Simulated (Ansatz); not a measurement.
# Sr (Fm-3m, 1 atom in the cell): converging a phonon calculation, part 2 of 2

How do the frequencies of Sr (Fm-3m, 1 atom in the cell) move with q mesh, k mesh and cutoff?

Ansatz 0.2.0; DFT PBE, scalar-relativistic, plane waves, PAW.

So far. Step 6 (Another q mesh, q mesh 6×6×6): The mean frequency is 68.5 cm⁻¹, +0.0 cm⁻¹ against the base run. The relaxed cell has a = 6.030 Å (conventional setting).

## Step 9: Another k mesh, k-mesh 6×6×6, q mesh 2×2×2

The k mesh is changed to 6×6×6 on a small fixed q mesh, to find the coarsest that serves.

input.yaml

```yaml
crystal:
  lattice:
    - [0.0, 3.015089922, 3.015089922]
    - [3.015089922, 0.0, 3.015089922]
    - [3.015089922, 3.015089922, 0.0]
  atoms:
    - { symbol: Sr, position: [0.0, 0.0, 0.0] }
kpoints:
  mp_grid: { grid: [6, 6, 6] }
hamiltonian:
  xc: pbe
scf:
  occupations: { method: methfessel_paxton, width: 0.2 }
output:
  eigenvalues: true
phonons:
  method: dfpt
  qmesh: [2, 2, 2]
  temperatures: { t_max: 1000, t_step: 50 }
  qpath:
    path:
      - [[0.0, 0.0, 0.0], [0.5, 0.0, 0.5], [0.625, 0.25, 0.625]]
      - [[0.375, 0.375, 0.75], [0.0, 0.0, 0.0], [0.5, 0.5, 0.5], [0.5, 0.25, 0.75], [0.5, 0.0, 0.5]]
    npoints: 10
```

Run with:

```
> ansatz run input.yaml --threads 4 --pin off --max-ram 7168MiB --backend cpu --events-out ev --progress --plain --runs-dir out
```

Numbers of over 12 decimals in the logs are rounded to 6 here.

Log:

```text
[...]
Crystal: 1 atoms, lattice volume = 54.819 Å³
Basis set: ecut = 420 eV, 1067 PW (Γ), exchange–correlation on 60×60×60 points (8 copies of the dense FFT grid, shifted against one another)
Bands: 9, of which v1, the nominal top of the filled ones, is band 5 counted from 1 (4 counted from 0)
Symmetry: 48 space group operations
k-points: 16 of 216
[...]
SCF iter   1: F=—  HF=-3544.198491 eV  |F-HF|=—  |Δ(HF+E_count)|=         —  Δρ=8.05e-4  dr2=4.57e-4  ethr=1.77e-3  ⟨swp⟩=6.2  Hψ=1207  notcnv=0
[...]
SCF iter   8: F=-3544.199208 eV  HF=-3544.199208 eV  |F-HF|=0.00e0  |Δ(HF+E_count)|=  5.37e-11  S|Δr|=    0.00e0  Δρ=7.00e-8  dr2=1.88e-12  ethr=1.00e-12  ⟨swp⟩=4.9  Hψ=742  notcnv=0
SCF 1 converged in 8 iterations: F = -3544.199208 eV  dr2 = 1.88e-12
[...]
SCF converged after 8 iterations
[...]
Free energy (F): -3544.199208 eV
[...]
Internal energy: -3544.191188 eV  (E = F + TS)
E sigma→0 (E₀):  -3544.197203 eV
Entropy (-TS):   -0.008020 eV (-8.020 meV/atom)
Fermi energy:    5.095828 eV
[...]
--- Band table (eV; the first three rows and the last of 16) ---
[...]
ASR residual: 2.659e-5 → 0.000e0 eV/Å²; symmetrization residual: 7.772e-16 eV/Å²
  ASR residual per site (eV/Å²): 2.66e-5
  Γ frequencies (cm⁻¹): 0.00 0.00 0.00
--- Phonons (arbitrary-q DFPT): 3 irreducible q on the 2×2×2 mesh ---
[...]
interpolated dispersion: 62 rows × 3 modes
[...]
```

Wall time 2.4 s (4 threads of Arm Neoverse V2, shared host); peak memory 0.45 GiB; 8.1 s of CPU time.

The run finished; it serves as a test, and its numbers are not taken as the result.

## Step 10: Another k mesh, k-mesh 8×8×8, q mesh 2×2×2

The k mesh is changed to 8×8×8 on a small fixed q mesh, to find the coarsest that serves.

Edit input.yaml of step 9 so:

```diff
@@ -8,3 +8,3 @@
 kpoints:
-  mp_grid: { grid: [6, 6, 6] }
+  mp_grid: { grid: [8, 8, 8] }
 hamiltonian:
```

Log:

```text
[...]
Crystal: 1 atoms, lattice volume = 54.819 Å³
Basis set: ecut = 420 eV, 1067 PW (Γ), exchange–correlation on 60×60×60 points (8 copies of the dense FFT grid, shifted against one another)
Bands: 9, of which v1, the nominal top of the filled ones, is band 5 counted from 1 (4 counted from 0)
Symmetry: 48 space group operations
k-points: 29 of 512
[...]
E sigma→0 (E₀):  -3544.225776 eV
Entropy (-TS):   0.003446 eV (3.446 meV/atom)
Fermi energy:    5.075034 eV
[...]
--- Band table (eV; the first three rows and the last of 29) ---
[...]
ASR residual: 5.535e-5 → 0.000e0 eV/Å²; symmetrization residual: 1.517e-15 eV/Å²
  ASR residual per site (eV/Å²): 5.54e-5
  Γ frequencies (cm⁻¹): 0.00 0.00 0.00
--- Phonons (arbitrary-q DFPT): 3 irreducible q on the 2×2×2 mesh ---
[...]
interpolated dispersion: 62 rows × 3 modes
[...]
[key lines of the parts left out:]
SCF converged after 8 iterations
Free energy (F): -3544.224915 eV
```

Run time: 4 s. Hardware: 4 threads; peak memory 0.54 GiB.

Against step 4 (now k-mesh 8×8×8), the lowest mode on the q mesh (acoustic modes at Γ apart) goes from 48.6 cm⁻¹ to 49.2 cm⁻¹.

## Step 11: Another k mesh, q mesh 2×2×2

The k mesh is changed to 12×12×12 on a small fixed q mesh, to find the coarsest that serves.

Edit input.yaml of step 10 so:

```diff
@@ -8,3 +8,3 @@
 kpoints:
-  mp_grid: { grid: [8, 8, 8] }
+  mp_grid: { grid: [12, 12, 12] }
 hamiltonian:
```

Log:

```text
[...]
Crystal: 1 atoms, lattice volume = 54.819 Å³
Basis set: ecut = 420 eV, 1067 PW (Γ), exchange–correlation on 60×60×60 points (8 copies of the dense FFT grid, shifted against one another)
Bands: 9, of which v1, the nominal top of the filled ones, is band 5 counted from 1 (4 counted from 0)
Symmetry: 48 space group operations
k-points: 72 of 1728
[...]
E sigma→0 (E₀):  -3544.220385 eV
Entropy (-TS):   -0.001307 eV (-1.307 meV/atom)
Fermi energy:    5.096257 eV
[...]
--- Band table (eV; the first three rows and the last of 72) ---
[...]
ASR residual: 6.229e-5 → 0.000e0 eV/Å²; symmetrization residual: 5.551e-16 eV/Å²
  ASR residual per site (eV/Å²): 6.23e-5
  Γ frequencies (cm⁻¹): 0.00 0.00 0.00
--- Phonons (arbitrary-q DFPT): 3 irreducible q on the 2×2×2 mesh ---
[...]
interpolated dispersion: 62 rows × 3 modes
[...]
[key lines of the parts left out:]
SCF converged after 8 iterations
Free energy (F): -3544.220712 eV
```

The job ended after 10 s (4 threads; peak memory 0.81 GiB; 39 s of CPU time).

Frequencies (cm⁻¹) solved at each irreducible wavevector; negative means imaginary. Frequencies by wavevector, by row:

```csv
q in reciprocal lattice units,star,mode 1,mode 2,mode 3
0 0 0,1,0,0,0
0 0 -0.5,4,48.6,48.6,94.7
0 -0.5 -0.5,3,77.5,77.5,102.8
```

## Step 12: Another k mesh, k-mesh 18×18×18, q mesh 2×2×2

The k mesh is changed to 18×18×18 on a small fixed q mesh, to find the coarsest that serves.

Edit input.yaml of step 11 so:

```diff
@@ -8,3 +8,3 @@
 kpoints:
-  mp_grid: { grid: [12, 12, 12] }
+  mp_grid: { grid: [18, 18, 18] }
 hamiltonian:
```

Log:

```text
[...]
Crystal: 1 atoms, lattice volume = 54.819 Å³
Basis set: ecut = 420 eV, 1067 PW (Γ), exchange–correlation on 60×60×60 points (8 copies of the dense FFT grid, shifted against one another)
Bands: 9, of which v1, the nominal top of the filled ones, is band 5 counted from 1 (4 counted from 0)
Symmetry: 48 space group operations
k-points: 195 of 5832
[...]
E sigma→0 (E₀):  -3544.221299 eV
Entropy (-TS):   -0.000590 eV (-0.590 meV/atom)
Fermi energy:    5.100683 eV
[...]
--- Band table (eV; the first three rows and the last of 195) ---
[...]
ASR residual: 5.285e-5 → 0.000e0 eV/Å²; symmetrization residual: 5.038e-16 eV/Å²
  ASR residual per site (eV/Å²): 5.29e-5
  Γ frequencies (cm⁻¹): 0.00 0.00 0.00
--- Phonons (arbitrary-q DFPT): 3 irreducible q on the 2×2×2 mesh ---
[...]
interpolated dispersion: 62 rows × 3 modes
[...]
[key lines of the parts left out:]
SCF converged after 8 iterations
Free energy (F): -3544.221446 eV
```

The job ended after 31 s (4 threads; peak memory 1.7 GiB; 2 min of CPU time).

Frequencies (cm⁻¹) solved at each irreducible wavevector; negative means imaginary. Frequencies by wavevector, by row:

| q in reciprocal lattice units | star | mode 1 | mode 2 | mode 3 |
| --- | --- | --- | --- | --- |
| 0 0 0 | 1 | 0 | 0 | 0 |
| 0 0 -0.5 | 4 | 48.6 | 48.6 | 94.5 |
| 0 -0.5 -0.5 | 3 | 77.5 | 77.5 | 102.8 |

Against step 4 (now k-mesh 18×18×18), the highest frequency on the path or at a solved wavevector stays at 103 cm⁻¹.

## Step 13: Comparing the runs

Times are for 4 threads of Arm Neoverse V2, shared host. The series side by side:

```csv
no.,k-mesh,lowest mode on the q mesh (acoustic modes at Γ apart) (cm⁻¹),highest frequency on the path or at a solved wavevector (cm⁻¹),time,memory (GiB)
1,8×8×8,49.22,103.2,4 s,0.54
2,12×12×12,48.62,102.8,10 s,0.81
3,18×18×18,48.58,102.8,31 s,1.7
```

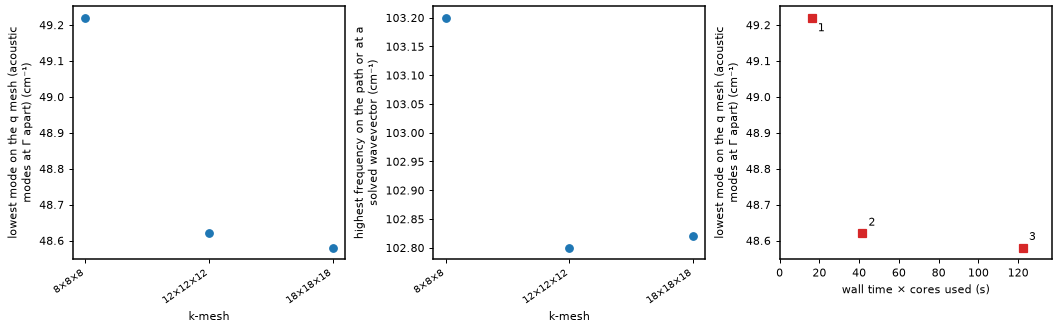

The series as plots; the last panel sets the first result against cost, with the runs numbered as in the table.

The runs together. Table of phonon density of states by wavenumber; read off at these points; values in 1/cm⁻¹/cell:

```
wavenumber (cm⁻¹)    8×8×8  12×12×12  18×18×18
              5.0   1.4e-4    1.4e-4    1.4e-4
             10.0   7.5e-4    7.7e-4    7.7e-4
             15.0  0.00179   0.00183   0.00183
             20.0  0.00345   0.00353   0.00354
             25.0  0.00553   0.00563   0.00565
             30.0  0.00844   0.00857   0.00860
             35.0   0.0122    0.0124    0.0125
             40.0   0.0174    0.0178    0.0179
             45.0   0.0252    0.0259    0.0260
             50.0   0.0427    0.0434    0.0434
             55.0   0.0471    0.0467    0.0467
             60.0   0.0507    0.0502    0.0502
             65.0   0.0549    0.0541    0.0541
             70.0   0.0598    0.0585    0.0586
             75.0   0.0609    0.0592    0.0591
             80.0   0.0477    0.0456    0.0458
             85.0   0.0458    0.0435    0.0437
             90.0   0.0777    0.0675    0.0686
             91.5    0.118    0.0907    0.0930
             92.5   0.0956     0.108     0.112
             95.0   0.0240    0.0334    0.0292
            100.0   0.0102   0.00976   0.00982
```

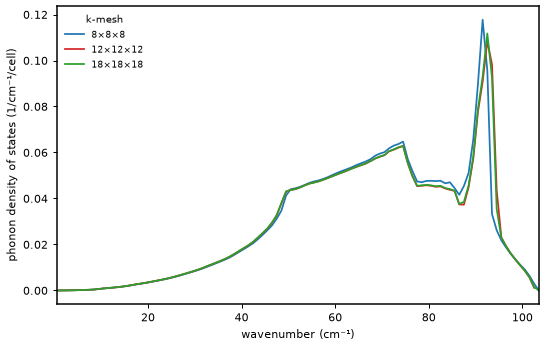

Phonon density of states against wavenumber.

The runs together, line C_V. The C_V, 8×8×8 = 12×12×12 = 18×18×18 by temperature:

| temperature (K) | C_V, 8×8×8 = 12×12×12 = 18×18×18 (J/mol-atom/K) |
| --- | --- |
| 0 | 0 |
| 50 | 18.0 |
| 100 | 22.9 |
| 150 | 24.0 |
| 200 | 24.4 |
| 250 | 24.6 |
| 300 | 24.7 |
| 350 | 24.8 |
| 400 | 24.8 |
| 450 | 24.8 |
| 500 | 24.9 |
| 550 | 24.9 |
| 600 | 24.9 |
| 650 | 24.9 |
| 700 | 24.9 |
| 750 | 24.9 |
| 800 | 24.9 |
| 850 | 24.9 |
| 900 | 24.9 |
| 950 | 24.9 |
| 1000 | 24.9 |

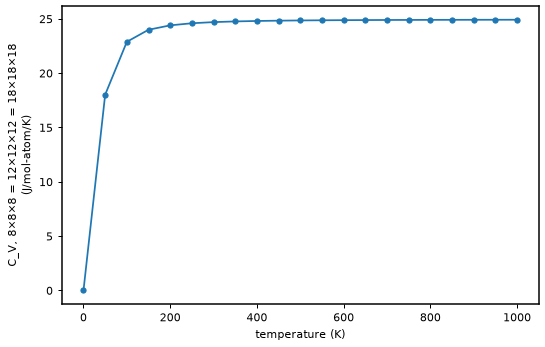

C_V, 8×8×8 = 12×12×12 = 18×18×18 against temperature.

## Step 14: Another cutoff, cutoff 170 eV, q mesh 2×2×2

The cutoff is set to 170 eV on a small fixed q mesh.

Edit input.yaml of step 12 so:

```diff
@@ -8,3 +8,3 @@
 kpoints:
-  mp_grid: { grid: [18, 18, 18] }
+  mp_grid: { grid: [12, 12, 12] }
 hamiltonian:
@@ -24 +24,3 @@
     npoints: 10
+basis:
+  ecutwfc: 170
```

Log:

```text
Warning: basis.ecutwfc = 170 eV is below the records' recommended 420 eV, and the density's cutoff is lower with it unless basis.ecutrho_ratio is high enough to keep the records' density cutoff: compare with a run at a higher cutoff
[...]
Crystal: 1 atoms, lattice volume = 54.819 Å³
Basis set: ecut = 170 eV, 283 PW (Γ), exchange–correlation on 40×40×40 points (8 copies of the dense FFT grid, shifted against one another)
Bands: 9, of which v1, the nominal top of the filled ones, is band 5 counted from 1 (4 counted from 0)
Symmetry: 48 space group operations
k-points: 72 of 1728
[...]
SCF iter   1: F=—  HF=-3543.033195 eV  |F-HF|=—  |Δ(HF+E_count)|=         —  Δρ=2.34e-2  dr2=1.34e-1  ethr=1.77e-3  ⟨swp⟩=5.4  Hψ=4597  notcnv=0
[...]
SCF iter   7: F=-3543.008966 eV  HF=-3543.008966 eV  |F-HF|=0.00e0  |Δ(HF+E_count)|=  3.50e-11  S|Δr|=    0.00e0  Δρ=6.78e-8  dr2=2.89e-12  ethr=1.00e-12  ⟨swp⟩=7.0  Hψ=3691  notcnv=0
SCF 1 converged in 7 iterations: F = -3543.008966 eV  dr2 = 2.89e-12
[...]
SCF converged after 7 iterations
[...]
Free energy (F): -3543.008966 eV
[...]
Internal energy: -3543.007467 eV  (E = F + TS)
E sigma→0 (E₀):  -3543.008592 eV
Entropy (-TS):   -0.001499 eV (-1.499 meV/atom)
Fermi energy:    5.162145 eV
[...]
--- Band table (eV; the first three rows and the last of 72) ---
[...]
ASR residual: 5.371e-5 → 0.000e0 eV/Å²; symmetrization residual: 3.079e-14 eV/Å²
  ASR residual per site (eV/Å²): 5.37e-5
  Γ frequencies (cm⁻¹): 0.00 0.00 0.00
--- Phonons (arbitrary-q DFPT): 3 irreducible q on the 2×2×2 mesh ---
[...]
interpolated dispersion: 62 rows × 3 modes
[...]
```

Elapsed: 3.3 s, on 4 threads; peak memory 0.43 GiB; 12 s of CPU time.

The run finished; it serves as a test, and its numbers are not taken as the result.

## Step 15: Another cutoff, cutoff 230 eV, q mesh 2×2×2

The cutoff is set to 230 eV on a small fixed q mesh.

Edit input.yaml of step 14 so:

```diff
@@ -25,2 +25,2 @@
 basis:
-  ecutwfc: 170
+  ecutwfc: 230
```

Log:

```text
[...]
Crystal: 1 atoms, lattice volume = 54.819 Å³
Basis set: ecut = 230 eV, 411 PW (Γ), exchange–correlation on 48×48×48 points (8 copies of the dense FFT grid, shifted against one another)
Bands: 9, of which v1, the nominal top of the filled ones, is band 5 counted from 1 (4 counted from 0)
Symmetry: 48 space group operations
k-points: 72 of 1728
[...]
SCF iter   1: F=—  HF=-3544.118419 eV  |F-HF|=—  |Δ(HF+E_count)|=         —  Δρ=4.76e-3  dr2=5.49e-3  ethr=1.77e-3  ⟨swp⟩=5.7  Hψ=4744  notcnv=0
[...]
SCF iter   7: F=-3544.118248 eV  HF=-3544.118248 eV  |F-HF|=4.55e-13  |Δ(HF+E_count)|=  1.19e-10  S|Δr|=    0.00e0  Δρ=3.52e-8  dr2=1.35e-12  ethr=1.00e-12  ⟨swp⟩=7.4  Hψ=3987  notcnv=0
SCF 1 converged in 7 iterations: F = -3544.118248 eV  dr2 = 1.35e-12
[...]
SCF converged after 7 iterations
[...]
Free energy (F): -3544.118248 eV
[...]
Internal energy: -3544.116757 eV  (E = F + TS)
E sigma→0 (E₀):  -3544.117875 eV
Entropy (-TS):   -0.001491 eV (-1.491 meV/atom)
Fermi energy:    5.107388 eV
[...]
--- Band table (eV; the first three rows and the last of 72) ---
[...]
ASR residual: 9.876e-5 → 0.000e0 eV/Å²; symmetrization residual: 3.553e-15 eV/Å²
  ASR residual per site (eV/Å²): 9.88e-5
  Γ frequencies (cm⁻¹): 0.00 0.00 0.00
--- Phonons (arbitrary-q DFPT): 3 irreducible q on the 2×2×2 mesh ---
[...]
interpolated dispersion: 62 rows × 3 modes
[...]
```

Run time: 5.3 s. Hardware: 4 threads; peak memory 0.5 GiB.

The run finished; it serves as a test, and its numbers are not taken as the result.

## Step 16: Another cutoff, cutoff 290 eV, q mesh 2×2×2

The cutoff is set to 290 eV on a small fixed q mesh.

Edit input.yaml of step 15 so:

```diff
@@ -25,2 +25,2 @@
 basis:
-  ecutwfc: 230
+  ecutwfc: 290
```

Log:

```text
[...]
Crystal: 1 atoms, lattice volume = 54.819 Å³
Basis set: ecut = 290 eV, 609 PW (Γ), exchange–correlation on 48×48×48 points (8 copies of the dense FFT grid, shifted against one another)
Bands: 9, of which v1, the nominal top of the filled ones, is band 5 counted from 1 (4 counted from 0)
Symmetry: 48 space group operations
k-points: 72 of 1728
[...]
SCF iter   1: F=—  HF=-3544.215739 eV  |F-HF|=—  |Δ(HF+E_count)|=         —  Δρ=1.13e-3  dr2=1.03e-3  ethr=1.77e-3  ⟨swp⟩=6.3  Hψ=5146  notcnv=0
[...]
SCF iter   8: F=-3544.215901 eV  HF=-3544.215901 eV  |F-HF|=5.00e-12  |Δ(HF+E_count)|=  2.24e-10  S|Δr|=    0.00e0  Δρ=9.02e-8  dr2=4.30e-12  ethr=1.00e-12  ⟨swp⟩=4.9  Hψ=3300  notcnv=0
SCF 1 converged in 8 iterations: F = -3544.215901 eV  dr2 = 4.30e-12
[...]
SCF converged after 8 iterations
[...]
Free energy (F): -3544.215901 eV
[...]
Internal energy: -3544.214590 eV  (E = F + TS)
E sigma→0 (E₀):  -3544.215574 eV
Entropy (-TS):   -0.001312 eV (-1.312 meV/atom)
Fermi energy:    5.097829 eV
[...]
--- Band table (eV; the first three rows and the last of 72) ---
[...]
ASR residual: 1.181e-4 → 0.000e0 eV/Å²; symmetrization residual: 3.553e-15 eV/Å²
  ASR residual per site (eV/Å²): 1.18e-4
  Γ frequencies (cm⁻¹): 0.00 0.00 0.00
--- Phonons (arbitrary-q DFPT): 3 irreducible q on the 2×2×2 mesh ---
[...]
interpolated dispersion: 62 rows × 3 modes
[...]
```

Elapsed: 5.9 s, on 4 threads; peak memory 0.57 GiB.

The run finished; it serves as a test, and its numbers are not taken as the result.

## Step 17: Another cutoff, cutoff 360 eV, q mesh 2×2×2

The cutoff is set to 360 eV on a small fixed q mesh.

Edit input.yaml of step 16 so:

```diff
@@ -25,2 +25,2 @@
 basis:
-  ecutwfc: 290
+  ecutwfc: 360
```

Log:

```text
[...]
Crystal: 1 atoms, lattice volume = 54.819 Å³
Basis set: ecut = 360 eV, 869 PW (Γ), exchange–correlation on 54×54×54 points (8 copies of the dense FFT grid, shifted against one another)
Bands: 9, of which v1, the nominal top of the filled ones, is band 5 counted from 1 (4 counted from 0)
Symmetry: 48 space group operations
k-points: 72 of 1728
[...]
E sigma→0 (E₀):  -3544.220083 eV
Entropy (-TS):   -0.001301 eV (-1.301 meV/atom)
Fermi energy:    5.096432 eV
[...]
--- Band table (eV; the first three rows and the last of 72) ---
[...]
ASR residual: 7.627e-5 → 0.000e0 eV/Å²; symmetrization residual: 2.517e-15 eV/Å²
  ASR residual per site (eV/Å²): 7.63e-5
  Γ frequencies (cm⁻¹): 0.00 0.00 0.00
--- Phonons (arbitrary-q DFPT): 3 irreducible q on the 2×2×2 mesh ---
[...]
interpolated dispersion: 62 rows × 3 modes
[...]
[key lines of the parts left out:]
SCF converged after 8 iterations
Free energy (F): -3544.220408 eV
```

Wall time 9.6 s (4 threads); peak memory 0.7 GiB.

## Step 18: Another cutoff, cutoff 550 eV, q mesh 2×2×2

The cutoff is set to 550 eV on a small fixed q mesh.

Edit input.yaml of step 17 so:

```diff
@@ -25,2 +25,2 @@
 basis:
-  ecutwfc: 360
+  ecutwfc: 550
```

Log:

```text
[...]
Crystal: 1 atoms, lattice volume = 54.819 Å³
Basis set: ecut = 550 eV, 1639 PW (Γ), exchange–correlation on 72×72×72 points (8 copies of the dense FFT grid, shifted against one another)
Bands: 9, of which v1, the nominal top of the filled ones, is band 5 counted from 1 (4 counted from 0)
Symmetry: 48 space group operations
k-points: 72 of 1728
[...]
E sigma→0 (E₀):  -3544.220498 eV
Entropy (-TS):   -0.001308 eV (-1.308 meV/atom)
Fermi energy:    5.096212 eV
[...]
--- Band table (eV; the first three rows and the last of 72) ---
[...]
ASR residual: 3.438e-5 → 0.000e0 eV/Å²; symmetrization residual: 1.081e-14 eV/Å²
  ASR residual per site (eV/Å²): 3.44e-5
  Γ frequencies (cm⁻¹): 0.00 0.00 0.00
--- Phonons (arbitrary-q DFPT): 3 irreducible q on the 2×2×2 mesh ---
[...]
interpolated dispersion: 62 rows × 3 modes
[...]
[key lines of the parts left out:]
SCF converged after 8 iterations
Free energy (F): -3544.220825 eV
```

The job ended after 18 s (4 threads; peak memory 1 GiB; 68 s of CPU time).

Frequencies (cm⁻¹) solved at each irreducible wavevector; negative means imaginary. Frequencies by wavevector, by row:

```
q in reciprocal lattice units  star  mode 1  mode 2  mode 3
                        0 0 0     1       0       0       0
                     0 0 -0.5     4    48.6    48.6    94.7
                  0 -0.5 -0.5     3    77.5    77.5   102.8
```

Against step 4 (now cutoff 550 eV), the highest frequency on the path or at a solved wavevector stays at 103 cm⁻¹.

## Step 19: Results

* mean frequency, q mesh 2×2×2: 69.0 cm⁻¹
* mean frequency, q mesh 3×3×3: 68.5 cm⁻¹
* mean frequency, q mesh 6×6×6: 68.5 cm⁻¹
* lowest mode on the q mesh (acoustic modes at Γ apart), k-mesh 4×4×4: 42.7 cm⁻¹
* lowest mode on the q mesh (acoustic modes at Γ apart), k-mesh 6×6×6: 47.4 cm⁻¹
* lowest mode on the q mesh (acoustic modes at Γ apart), k-mesh 8×8×8: 49.2 cm⁻¹
* lowest mode on the q mesh (acoustic modes at Γ apart), k-mesh 12×12×12: 48.6 cm⁻¹
* lowest mode on the q mesh (acoustic modes at Γ apart), k-mesh 18×18×18: 48.6 cm⁻¹
* lowest mode on the q mesh (acoustic modes at Γ apart), cutoff 170 eV: 48.9 cm⁻¹
* lowest mode on the q mesh (acoustic modes at Γ apart), cutoff 230 eV: 47.8 cm⁻¹
* lowest mode on the q mesh (acoustic modes at Γ apart), cutoff 290 eV: 48.5 cm⁻¹
* lowest mode on the q mesh (acoustic modes at Γ apart), cutoff 360 eV: 48.6 cm⁻¹
* lowest mode on the q mesh (acoustic modes at Γ apart), cutoff 550 eV: 48.6 cm⁻¹

In words: Over the whole q mesh series, coarse runs included, the mean frequency runs from 68.5 to 69.0 cm⁻¹; from 2×2×2 on it stays within 0.5 cm⁻¹ of the finest run (6×6×6), against a tolerance of 1.0. Over the whole k mesh series, coarse runs included, the lowest mode on the q mesh (acoustic modes at Γ apart) runs from 42.7 to 49.2 cm⁻¹; from 12×12×12 on all solved modes stay within 0.2 cm⁻¹ of the finest run (18×18×18), against a tolerance of 1.0. Over the whole cutoff series, coarse runs included, the lowest mode on the q mesh (acoustic modes at Γ apart) runs from 47.8 to 48.9 cm⁻¹; from 170 eV on all solved modes stay within 0.8 cm⁻¹ of the finest run (550 eV), against a tolerance of 1.0. All runs share the cell relaxed at the base settings, which is not exactly at rest under another k mesh or cutoff. With no gap, or one that is small against the smearing, the frequencies hang on the k mesh and the smearing, most of all near Kohn anomalies. A phonon run warned that its eigensolver left some bands unconverged in a pass. These are harmonic frequencies at zero temperature: anharmonic shifts, linewidths and thermal expansion are left out.

[Logs are printed without paths, hosts, clocks, repeated set-up lines and the standing remarks that a program may print on its own settings, such as how far it seeks lower states.]

[Hosts, paths, dates, database ids (printed as entryN), source tags and the programs' standing remarks are cut or masked in the printed files.]
